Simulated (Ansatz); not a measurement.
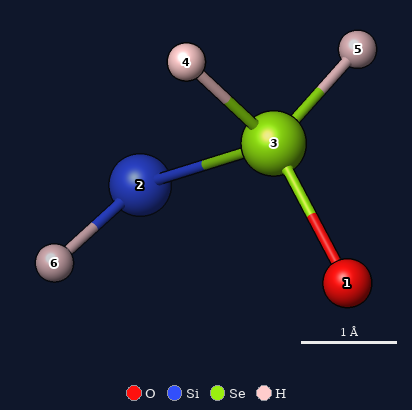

The structure as given in the input (ball-and-stick view, seen at a tilt; atoms are numbered from 1 in the order of the input).

# Geometry relaxation, with input and output: SiH₃SeO (charge −1)

System: SiH₃SeO, charge −1.
Method: RKS PBE-D4/def2-SVPD (Ansatz 0.2.0).

Figures and captions count atoms from 1; the log counts them from 0 in places.

The program's output
```
Functional definition: PBE
  name "PBE"
  cite "Perdew, Burke & Ernzerhof, Phys. Rev. Lett. 77, 3865 (1996) doi:10.1103/PhysRevLett.77.3865"
  parent pbe
  parameter kappa = 0.804
  parameter beta = 0.06672455060314922
  exchange = pbe_x(kappa = kappa, mu = beta*pi^2/3)
  correlation = pbe_c(beta = beta)
1056 factors; their error is unknown
mean field evaluation 1: about -75283.3997 eV, gradient 5.1e1 eV
mean field evaluation 2: about -75206.0296 eV, gradient 1.4e2 eV
mean field evaluation 4: about -75286.2591 eV, gradient 4.8e1 eV
mean field evaluation 8: about -75291.5553 eV, gradient 5.0e-1 eV
mean field evaluation 16: about -75291.5396 eV, gradient 2.4e-3 eV
mean field -75291.53957741 eV, -2766.9130450315 hartree, gradient 9.3e-6 eV, S^2 0.000000; 1 other end points of the search recorded, 0 dependent functions left out
the calculation of the forces begins
reference -75291.53962637 eV, -2766.9130468307 hartree; 30, 30 occupied and 82, 82 virtual orbitals, 1056 factors
relax step   1: F+E_penalty+E_count = -75291.70657301 eV  Δ(F+E_penalty+E_count) = +0.000e0 eV  max|allowed force component| = 3.350e0 eV/Å  Δτ_max = 0.0000 Å  (50 SCF iters, accepted)
these checks for a lower state are left out or cut short: starts, cluster_reference, orbital_swaps, neighbouring_geometries, increment
1056 factors; their error is unknown
mean field evaluation 32: about -75292.1364 eV, gradient 9.8e-4 eV
mean field -75292.13636702 eV, -2766.9349766450 hartree, gradient 2.3e-5 eV, S^2 0.000000; 0 other end points of the search recorded, 0 dependent functions left out
the calculation of the forces begins
reference -75292.13641752 eV, -2766.9349785010 hartree; 30, 30 occupied and 82, 82 virtual orbitals, 1056 factors
relax step   2: F+E_penalty+E_count = -75292.30241938 eV  Δ(F+E_penalty+E_count) = -5.958e-1 eV  max|allowed force component| = 1.470e0 eV/Å  Δτ_max = 0.1947 Å  (39 SCF iters, accepted)
these checks for a lower state are left out or cut short: starts, cluster_reference, orbital_swaps, neighbouring_geometries, increment
1056 factors; their error is unknown
mean field -75292.37032861 eV, -2766.9435745747 hartree, gradient 1.7e-5 eV, S^2 0.000000; 0 other end points of the search recorded, 0 dependent functions left out
the calculation of the forces begins
reference -75292.37038022 eV, -2766.9435764713 hartree; 30, 30 occupied and 82, 82 virtual orbitals, 1056 factors
relax step   3: F+E_penalty+E_count = -75292.53564622 eV  Δ(F+E_penalty+E_count) = -2.332e-1 eV  max|allowed force component| = 1.075e0 eV/Å  Δτ_max = 0.1544 Å  (38 SCF iters, accepted)
these checks for a lower state are left out or cut short: starts, cluster_reference, orbital_swaps, neighbouring_geometries, increment
1056 factors; their error is unknown
mean field -75292.44330668 eV, -2766.9462564695 hartree, gradient 1.4e-5 eV, S^2 0.000000; 0 other end points of the search recorded, 0 dependent functions left out
the calculation of the forces begins
reference -75292.44335841 eV, -2766.9462583706 hartree; 30, 30 occupied and 82, 82 virtual orbitals, 1056 factors
relax step   4: F+E_penalty+E_count = -75292.60873628 eV  Δ(F+E_penalty+E_count) = -7.309e-2 eV  max|allowed force component| = 5.265e-1 eV/Å  Δτ_max = 0.1950 Å  (37 SCF iters, accepted)
these checks for a lower state are left out or cut short: starts, cluster_reference, orbital_swaps, neighbouring_geometries, increment
1056 factors; their error is unknown
mean field -75292.52498218 eV, -2766.9492579887 hartree, gradient 8.3e-6 eV, S^2 0.000000; 0 other end points of the search recorded, 0 dependent functions left out
the calculation of the forces begins
reference -75292.52503361 eV, -2766.9492598787 hartree; 30, 30 occupied and 82, 82 virtual orbitals, 1056 factors
relax step   5: F+E_penalty+E_count = -75292.69144378 eV  Δ(F+E_penalty+E_count) = -8.271e-2 eV  max|allowed force component| = 5.844e-1 eV/Å  Δτ_max = 0.1997 Å  (38 SCF iters, accepted)
these checks for a lower state are left out or cut short: starts, cluster_reference, orbital_swaps, neighbouring_geometries, increment
1056 factors; their error is unknown
mean field evaluation 64: about -75292.5394 eV, gradient 1.4e-5 eV
mean field -75292.53940324 eV, -2766.9497879530 hartree, gradient 1.4e-5 eV, S^2 0.000000; 0 other end points of the search recorded, 0 dependent functions left out
the calculation of the forces begins
reference -75292.53945478 eV, -2766.9497898470 hartree; 30, 30 occupied and 82, 82 virtual orbitals, 1056 factors
relax step   6: F+E_penalty+E_count = -75292.70591612 eV  Δ(F+E_penalty+E_count) = -1.447e-2 eV  max|allowed force component| = 1.936e-1 eV/Å  Δτ_max = 0.0273 Å  (33 SCF iters, accepted)
these checks for a lower state are left out or cut short: starts, cluster_reference, orbital_swaps, neighbouring_geometries, increment
1056 factors; their error is unknown
mean field -75292.54182573 eV, -2766.9498769778 hartree, gradient 2.2e-5 eV, S^2 0.000000; 0 other end points of the search recorded, 0 dependent functions left out
the calculation of the forces begins
reference -75292.54187729 eV, -2766.9498788724 hartree; 30, 30 occupied and 82, 82 virtual orbitals, 1056 factors
relax step   7: F+E_penalty+E_count = -75292.70858148 eV  Δ(F+E_penalty+E_count) = -2.665e-3 eV  max|allowed force component| = 6.218e-2 eV/Å  Δτ_max = 0.0153 Å  (32 SCF iters, accepted)
these checks for a lower state are left out or cut short: starts, cluster_reference, orbital_swaps, neighbouring_geometries, increment
1056 factors; their error is unknown
mean field -75292.54285008 eV, -2766.9499146219 hartree, gradient 1.3e-5 eV, S^2 0.000000; 0 other end points of the search recorded, 0 dependent functions left out
the calculation of the forces begins
reference -75292.54290162 eV, -2766.9499165159 hartree; 30, 30 occupied and 82, 82 virtual orbitals, 1056 factors
relax step   8: F+E_penalty+E_count = -75292.70970351 eV  Δ(F+E_penalty+E_count) = -1.122e-3 eV  max|allowed force component| = 4.283e-2 eV/Å  Δτ_max = 0.0254 Å  (34 SCF iters, accepted)
these checks for a lower state are left out or cut short: starts, cluster_reference, orbital_swaps, neighbouring_geometries, increment
1056 factors; their error is unknown
mean field -75292.54326611 eV, -2766.9499299106 hartree, gradient 1.7e-5 eV, S^2 0.000000; 0 other end points of the search recorded, 0 dependent functions left out
the calculation of the forces begins
reference -75292.54331763 eV, -2766.9499318041 hartree; 30, 30 occupied and 82, 82 virtual orbitals, 1056 factors
relax step   9: F+E_penalty+E_count = -75292.71009386 eV  Δ(F+E_penalty+E_count) = -3.904e-4 eV  max|allowed force component| = 2.289e-2 eV/Å  Δτ_max = 0.0159 Å  (32 SCF iters, accepted)
these checks for a lower state are left out or cut short: starts, cluster_reference, orbital_swaps, neighbouring_geometries, increment
1056 factors; their error is unknown
mean field -75292.54343339 eV, -2766.9499360582 hartree, gradient 1.5e-5 eV, S^2 0.000000; 0 other end points of the search recorded, 0 dependent functions left out
the calculation of the forces begins
reference -75292.54348492 eV, -2766.9499379517 hartree; 30, 30 occupied and 82, 82 virtual orbitals, 1056 factors
relax step  10: F+E_penalty+E_count = -75292.71023242 eV  Δ(F+E_penalty+E_count) = -1.386e-4 eV  max|allowed force component| = 1.283e-2 eV/Å  Δτ_max = 0.0054 Å  (32 SCF iters, accepted)
1056 factors; their error is unknown
mean field evaluation 96: about -75286.3655 eV, gradient 4.9e1 eV
```

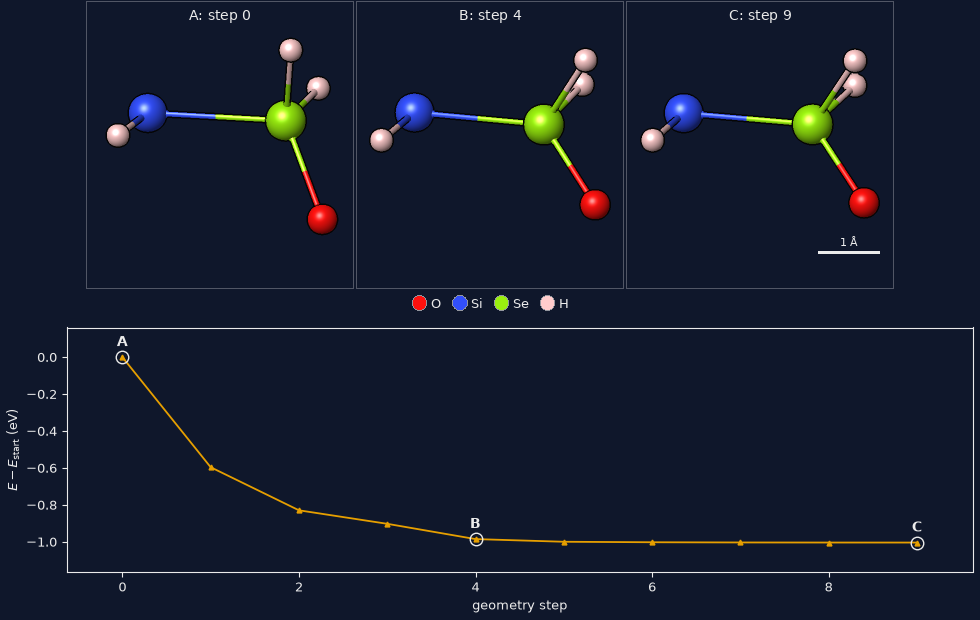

Frames of the relaxation (ball-and-stick view, seen at a tilt) above the curves, on which the letters mark them (the first geometry is step 0 here and step 1 in the log).

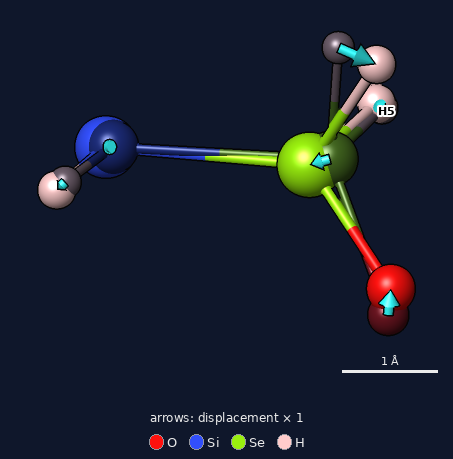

Start (faint) and end (solid) with the displacements as teal arrows, at true length (ball-and-stick view, seen at a tilt). The two geometries are laid on each other by the best rigid fit. The atom that moves furthest after the best rigid fit is H4 (0.44 Å). Largest moves by element: H 0.44 Å, O 0.29 Å, Se 0.23 Å, Si 0.15 Å. Distances before and after: O1–Se3 1.860 → 1.715 Å, Si2–H6 1.420 → 1.557 Å, Si2–Se3 2.393 → 2.291 Å, Se3–H4 1.510 → 1.583 Å. Among the angles that change: O1–Se3–H4 117.1° → 92.2°, Si2–Se3–H4 100.6° → 124.6°, H4–Se3–H5 104.3° → 88.9°. The energy falls by 1.004 eV in 9 geometry steps. Largest force component: 3.4 eV/Å at the start, 0.013 eV/Å at the end. (Atoms are counted from 1 in the order of the input.)

```
mean field -75292.54343339 eV, -2766.9499360582 hartree, gradient 1.5e-5 eV, S^2 0.000000; 1 other end points of the search recorded, 0 dependent functions left out
the calculation of the forces begins
reference -75292.54348492 eV, -2766.9499379517 hartree; 30, 30 occupied and 82, 82 virtual orbitals, 1056 factors
Total energy: -75292.71028394 eV, -2766.9560677028 hartree
Atom 0 at    -1.221511    -1.485437    -0.642282 Å, force    -0.001838     0.012830     0.003944 eV/Å
Atom 1 at     0.982009     0.470477     1.546330 Å, force    -0.007770     0.000623    -0.002198 eV/Å
Atom 2 at    -0.404251    -0.042591    -0.204440 Å, force     0.008512    -0.007654    -0.004972 eV/Å
Atom 3 at    -0.113526     0.323119    -1.717114 Å, force    -0.000317    -0.000488     0.007576 eV/Å
Atom 4 at    -1.304142     1.198540    -0.107239 Å, force    -0.006743    -0.002099    -0.003724 eV/Å
Atom 5 at     1.901852    -0.712153     1.121426 Å, force     0.008156    -0.003211    -0.000626 eV/Å
Dipole moment:    -0.144622     0.412277    -0.379399 e Å
```

Trajectory as extended XYZ (Å, eV, eV/Å), 10 frames, from step=1 to step=10
```
6
Properties=species:S:1:pos:R:3:forces:R:3 step=1 energy=-75291.70657
O    -1.3402   -1.6623   -0.4766    0.5490   1.4879  -0.3383
Si    0.9863    0.3858    1.4249   -1.7910   1.9971   0.9210
Se   -0.5490    0.0179   -0.3738    0.0269  -3.3500   1.3877
H     0.2918    0.4541   -1.5498   -0.3451   0.4782  -0.3299
H    -1.4078    1.2202   -0.0623    0.1074   1.0429  -0.5368
H     1.8594   -0.6637    1.0342    1.4529  -1.6560  -1.1038
6
Properties=species:S:1:pos:R:3:forces:R:3 step=2 energy=-75292.30242
O    -1.3880   -1.6779   -0.5617    0.9580   1.4703  -0.1345
Si    0.9613    0.4325    1.5452   -0.5523   0.3477   0.0733
Se   -0.4936   -0.1118   -0.2395   -0.8500  -0.5341   0.2295
H     0.1772    0.4706   -1.5071   -0.3336  -0.5764   0.0502
H    -1.2755    1.2556   -0.1721    0.2158  -0.2795  -0.0175
H     1.8589   -0.6171    0.9318    0.5621  -0.4280  -0.2010
6
Properties=species:S:1:pos:R:3:forces:R:3 step=3 energy=-75292.53565
O    -1.3698   -1.6065   -0.6818    0.7286   1.0747   0.1853
Si    0.9564    0.4462    1.5829   -0.0908  -0.1160  -0.2186
Se   -0.5163   -0.1225   -0.1625   -0.5069  -0.0898  -0.3571
H     0.0783    0.3522   -1.5130   -0.2368  -0.4420   0.0208
H    -1.2504    1.2794   -0.1808    0.1366  -0.4264   0.2176
H     1.9422   -0.5969    0.9519   -0.0307  -0.0006   0.1520
6
Properties=species:S:1:pos:R:3:forces:R:3 step=4 energy=-75292.60874
O    -1.2944   -1.5066   -0.7689   -0.1794  -0.2181   0.3247
Si    0.9427    0.4624    1.5890    0.1742  -0.3235  -0.2925
Se   -0.5190   -0.0985   -0.1378    0.3221   0.3103  -0.5265
H    -0.0369    0.2146   -1.5894    0.0315   0.2706   0.1389
H    -1.2381    1.2876   -0.1141   -0.0092  -0.2456   0.0937
H     1.9861   -0.6075    1.0179   -0.3393   0.2063   0.2617
6
Properties=species:S:1:pos:R:3:forces:R:3 step=5 energy=-75292.69144
O    -1.2418   -1.5170   -0.6476    0.1720   0.2586  -0.0912
Si    0.9705    0.4835    1.5406    0.0068  -0.2087  -0.2045
Se   -0.4052   -0.0642   -0.2393   -0.1720   0.0285   0.5844
H    -0.1240    0.3427   -1.7155   -0.0326  -0.0609  -0.1975
H    -1.2693    1.2131   -0.0827    0.0444  -0.1164  -0.1393
H     1.9103   -0.7062    1.1413   -0.0186   0.0990   0.0481
6
Properties=species:S:1:pos:R:3:forces:R:3 step=6 energy=-75292.70592
O    -1.2325   -1.5042   -0.6596    0.0107   0.0268  -0.0165
Si    0.9729    0.4694    1.5387    0.0277  -0.0672  -0.0434
Se   -0.4189   -0.0581   -0.2165   -0.0034   0.0646   0.1936
H    -0.1317    0.3288   -1.7049    0.0237  -0.0091  -0.1343
H    -1.2798    1.2204   -0.1053    0.0166  -0.0722   0.0025
H     1.9305   -0.7044    1.1443   -0.0754   0.0571  -0.0019
6
Properties=species:S:1:pos:R:3:forces:R:3 step=7 energy=-75292.70858
O    -1.2223   -1.4977   -0.6558   -0.0231  -0.0198   0.0031
Si    0.9733    0.4708    1.5381    0.0387  -0.0296   0.0124
Se   -0.4128   -0.0528   -0.2105    0.0069   0.0622   0.0435
H    -0.1317    0.3237   -1.7132    0.0199   0.0064  -0.0503
H    -1.2825    1.2152   -0.1005   -0.0092  -0.0434  -0.0069
H     1.9165   -0.7073    1.1386   -0.0332   0.0243  -0.0018
6
Properties=species:S:1:pos:R:3:forces:R:3 step=8 energy=-75292.70970
O    -1.2097   -1.4889   -0.6396   -0.0019   0.0120   0.0056
Si    0.9836    0.4703    1.5420    0.0089   0.0210   0.0336
Se   -0.4001   -0.0403   -0.2070   -0.0428  -0.0073  -0.0364
H    -0.1310    0.3295   -1.7228    0.0236  -0.0095  -0.0052
H    -1.3021    1.2019   -0.1098    0.0064  -0.0127   0.0179
H     1.8996   -0.7205    1.1339    0.0058  -0.0036  -0.0155
6
Properties=species:S:1:pos:R:3:forces:R:3 step=9 energy=-75292.71009
O    -1.2164   -1.4871   -0.6416   -0.0069   0.0178   0.0048
Si    0.9827    0.4709    1.5444   -0.0098   0.0068   0.0061
Se   -0.4046   -0.0406   -0.2053    0.0181  -0.0229  -0.0094
H    -0.1166    0.3232   -1.7198   -0.0054   0.0048   0.0156
H    -1.3045    1.2008   -0.1053   -0.0048  -0.0030  -0.0112
H     1.8999   -0.7151    1.1244    0.0089  -0.0035  -0.0060
6
Properties=species:S:1:pos:R:3:forces:R:3 step=10 energy=-75292.71023
O    -1.2215   -1.4854   -0.6423   -0.0018   0.0128   0.0039
Si    0.9820    0.4705    1.5463   -0.0078   0.0006  -0.0022
Se   -0.4043   -0.0426   -0.2044    0.0085  -0.0077  -0.0050
H    -0.1135    0.3231   -1.7171   -0.0003  -0.0005   0.0076
H    -1.3041    1.1985   -0.1072   -0.0067  -0.0021  -0.0037
H     1.9019   -0.7122    1.1214    0.0082  -0.0032  -0.0006
```

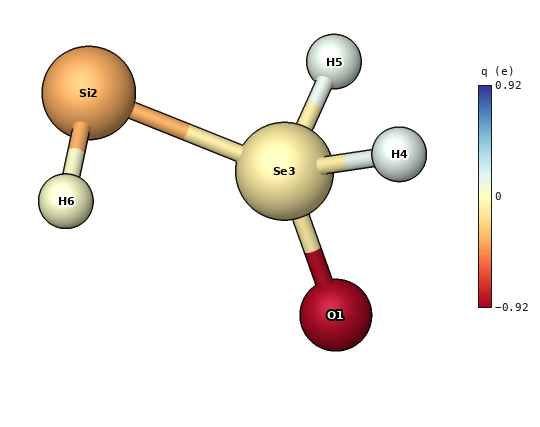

Mulliken charges, as the colour of each atom (ball-and-stick view, seen at a tilt; atoms are numbered from 1 in the order of the input). By element: O −0.87, Si −0.35, Se −0.10 and H +0.03 to +0.14 e.

This output came from the following input.

Input file
```yaml
crystal:
  periodic: [false, false, false]
  atoms:
    - {symbol: O, position_ang: [-1.340200, -1.662317, -0.476599]}
    - {symbol: Si, position_ang: [0.986269, 0.385759, 1.424915]}
    - {symbol: Se, position_ang: [-0.549030, 0.017887, -0.373814]}
    - {symbol: H, position_ang: [0.291755, 0.454117, -1.549776]}
    - {symbol: H, position_ang: [-1.407776, 1.220213, -0.062256]}
    - {symbol: H, position_ang: [1.859413, -0.663703, 1.034211]}
basis:
  gaussian: {orbitals: def2-SVPD}
total_charge: -1
hamiltonian: {xc: pbe, dispersion: d4}
relax: {f_tol: 0.03, max_steps: 250}
```

Launched with:
```bash
ansatz run in.yaml --threads 2 --pin off --events-out ev --progress --plain --max-ram 4352MiB
```

Key numbers

| quantity | value |
| --- | --- |
| outcome | converged |
| total energy | −75292.7103 eV |
| mean-field energy | −75292.5435 eV |
| dispersion energy | −0.1668 eV |
| SCF solution under orbital rotations | stable |
| largest force (length of the vector) at the end | 0.014 eV/Å |
| hardware | 2 threads of Arm Neoverse V1, 95 GiB of memory available, shared host |
| wall time | 26 s (CPU time 49 s) |
| peak memory | 0.42 GiB |
